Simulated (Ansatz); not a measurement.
# Li₃Si₆: single-point calculation

The run: single-point calculation of Li₃Si₆, multiplicity 2. Method and program: UHF-CCSD(T), frozen core/def2-SVP (Ansatz 0.2.0).

The geometry comes from this level: PBE0-D4/def2-SVP.

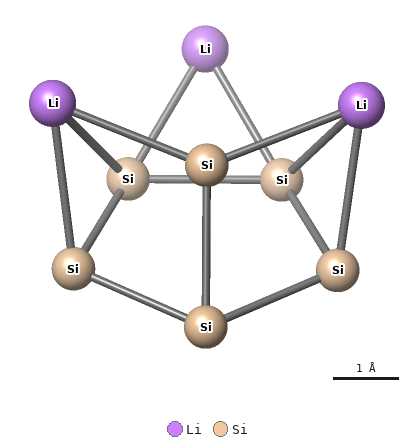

*The structure as given in the input (ball-and-stick view, seen at a tilt). Sticks mark near contacts.*

Bond lengths as drawn: Li–Si 2.45 to 2.62 Å and Si–Si 2.32 to 2.50 Å.

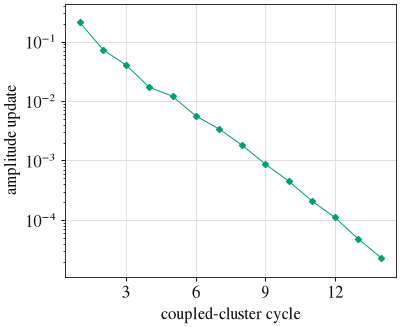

*Convergence of the coupled-cluster equations: amplitude update against the coupled-cluster cycle.*

The residual falls at every step.

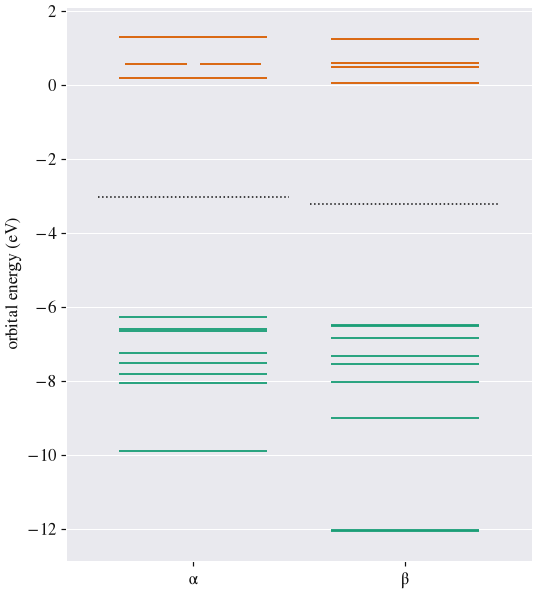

*Orbital energies near the frontier for α and β spins; the dotted line parts filled from empty levels, and levels within 0.02 eV of each other stand side by side.*

α: highest filled −6.27 eV, lowest empty 0.18 eV, 6.45 eV apart; β: highest filled −6.51 eV, lowest empty 0.05 eV, 6.56 eV apart.

The input and output of the run follow.

Input file
```yaml
crystal:
  periodic: [false, false, false]
  atoms:
    - {symbol: Li, position_ang: [2.489423, 0.954062, -0.835964]}
    - {symbol: Li, position_ang: [-0.469664, -2.748591, -0.179236]}
    - {symbol: Li, position_ang: [-0.495280, -0.103017, -2.811599]}
    - {symbol: Si, position_ang: [-0.168143, 0.560560, 2.401279]}
    - {symbol: Si, position_ang: [-0.079705, 1.432306, -0.944853]}
    - {symbol: Si, position_ang: [-1.549726, -0.407707, -0.618426]}
    - {symbol: Si, position_ang: [1.006918, 2.021841, 1.023915]}
    - {symbol: Si, position_ang: [-1.523580, -1.145646, 1.585943]}
    - {symbol: Si, position_ang: [0.789756, -0.563818, 0.378952]}
basis:
  gaussian: {orbitals: def2-SVP, initial_orbitals: start.molden}
magnetization: {spin_polarized: true, initial_magnetization: 1}
correlation: {method: ccsd_t}
scf: {omitted_lower_state_checks: [starts, cluster_reference]}
output: {orbitals: {seedname: orbitals}}
```

Launched with:
```bash
ansatz run in.yaml --threads 4 --pin off --events-out ev --progress --plain --max-ram 4787MiB
```

What the program printed
```
Functional definition: HF
  name "HF"
  cite "Fock, Z. Phys. 61, 126 (1930) doi:10.1007/BF01340294"
  parent pbe
  exchange = exact_x
  correlation = 0
these checks for a lower state are left out or cut short: starts, cluster_reference
1383 factors; integrals over basis functions are off by at most 8.9e-4 eV
mean field evaluation 1: about -47763.5027 eV, gradient 1.4e1 eV
mean field evaluation 2: about -47764.5421 eV, gradient 9.9e-1 eV
mean field evaluation 4: about -47764.6270 eV, gradient 2.7e-1 eV
mean field evaluation 8: about -47764.6281 eV, gradient 1.4e-5 eV
mean field -47764.62814911 eV, -1755.3177084520 hartree, gradient 2.1e-6 eV, S^2 0.776102; 0 other end points of the search recorded, 0 dependent functions left out
30 core orbitals not correlated: weight in the atoms' cores, before any rotation towards them, 1.000 or more for the frozen orbitals, at most 0.000 for the correlated occupied ones
reference -47764.62814911 eV, -1755.3177084520 hartree; 17, 16 occupied and 88, 89 virtual orbitals, 1383 factors
second order -16.57033027 eV of doubles, -0.00000000 eV of singles
cycle   1  -16.03598870 eV  change    5.3e-1 eV  update   2.1e-1
cycle   2  -16.85401344 eV  change   -8.2e-1 eV  update   7.3e-2
cycle   3  -17.05600049 eV  change   -2.0e-1 eV  update   4.0e-2
cycle   4  -17.06468823 eV  change   -8.7e-3 eV  update   1.7e-2
cycle   5  -17.06867333 eV  change   -4.0e-3 eV  update   1.2e-2
cycle   6  -17.06994882 eV  change   -1.3e-3 eV  update   5.6e-3
cycle   7  -17.06958053 eV  change    3.7e-4 eV  update   3.4e-3
cycle   8  -17.07173279 eV  change   -2.2e-3 eV  update   1.8e-3
cycle   9  -17.07255794 eV  change   -8.3e-4 eV  update   8.7e-4
cycle  10  -17.07218496 eV  change    3.7e-4 eV  update   4.5e-4
cycle  11  -17.07211498 eV  change    7.0e-5 eV  update   2.1e-4
cycle  12  -17.07216002 eV  change   -4.5e-5 eV  update   1.1e-4
cycle  13  -17.07218837 eV  change   -2.8e-5 eV  update   4.8e-5
cycle  14  -17.07222846 eV  change   -4.0e-5 eV  update   2.3e-5
perturbative correction -1.39811296 eV, -0.0513797036 hartree
Total energy: -47783.09849053 eV, -1755.9964809797 hartree
Checks for a lower state left out: starts, cluster_reference
```

Key numbers

- outcome: converged
- total energy: −47783.0985 eV
- mean-field energy: −47764.6281 eV
- CCSD correlation: −17.0722 eV
- (T) correction: −1.3981 eV
- T1 diagnostic: 0.029
- ⟨S²⟩: 0.776
- SCF solution under orbital rotations: stable
- HOMO (either spin): −6.27 eV
- LUMO (either spin): 0.05 eV
- hardware: 4 threads of Arm Neoverse V2, 23 GiB of memory available, shared host
- wall time: 42 s (CPU time 2.7 min)
- peak memory: 1.5 GiB
